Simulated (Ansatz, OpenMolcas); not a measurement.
**Computed against measured: dipole moment**

8 molecules; the dipole moment in D, computed less measured. Shapes, held fixed at every level: PBE0-D4/def2-TZVP. No vibrational averaging. Dipoles are compared by magnitude; molecules under 1 D, whose direction can flip, are left out. Programs: Ansatz 0.2.0, OpenMolcas 26.06. Measured values: NIST CCCBDB.

Levels: A = revPBE/cc-pVDZ; B = M06-2X/cc-pVDZ; C = B3LYP-D4/def2-TZVPP.

| molecule | measured | A | B | C |
| --- | --- | --- | --- | --- |
| AsF3 (SMILES F[As](F)F) | 2.59 | -0.41 | -0.04 | -0.06 |
| C2F3N (cyanotrifluoromethane) | 1.33 | +0.12 | -0.13 | +0.07 |
| C2H3ClO (acetyl chloride) | 2.72 | -0.16 | +0.03 | +0.06 |
| C2H3F3 (1,1,1-trifluoroethane) | 2.32 | -0.40 | -0.08 | -0.03 |
| C2H4Cl2 (1,1-dichloroethane) | 2.06 | -0.08 | +0.05 | -0.04 |
| C2H6O (SMILES COC) | 1.30 | -0.28 | -0.07 | -0.09 |
| C3H5Cl (SMILES C/C=C/Cl) | 1.97 | -0.18 | -0.04 | -0.10 |
| C2H7N (SMILES CNC) | 1.03 | -0.25 | -0.14 | -0.10 |

Question: Which level does best on this set, which worst, and which err to one side?

Answer: 
```json
{"level": "revPBE/cc-pVDZ", "kind": "GGA", "mean error": "-0.205", "mean absolute error": "0.235", "worst case": "AsF3"}
{"level": "M06-2X/cc-pVDZ", "kind": "global hybrid", "mean error": "-0.053", "mean absolute error": "0.073", "worst case": "C2H7N"}
{"level": "B3LYP-D4/def2-TZVPP", "kind": "global hybrid", "mean error": "-0.036", "mean absolute error": "0.069", "worst case": "C3H5Cl"}
```

On this set B3LYP-D4/def2-TZVPP has the smallest mean absolute error and revPBE/cc-pVDZ the largest. revPBE/cc-pVDZ is too low in 7 of 8; M06-2X/cc-pVDZ is too low in 6 of 8; B3LYP-D4/def2-TZVPP is too low in 6 of 8. The levels differ in basis as well as in method. The tabulated value of C2F3N is in doubt (older tables, estimates, or at odds with other calculations) and kept here. Over the 7 molecules whose values aren't doubted the mean absolute errors are A 0.251; B 0.064; C 0.069. The smallest two are near a tie. Relativity is left out for As. The set is small.

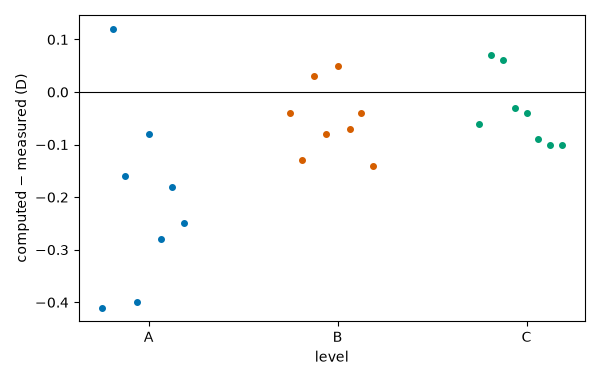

Errors of each level, one point a molecule.
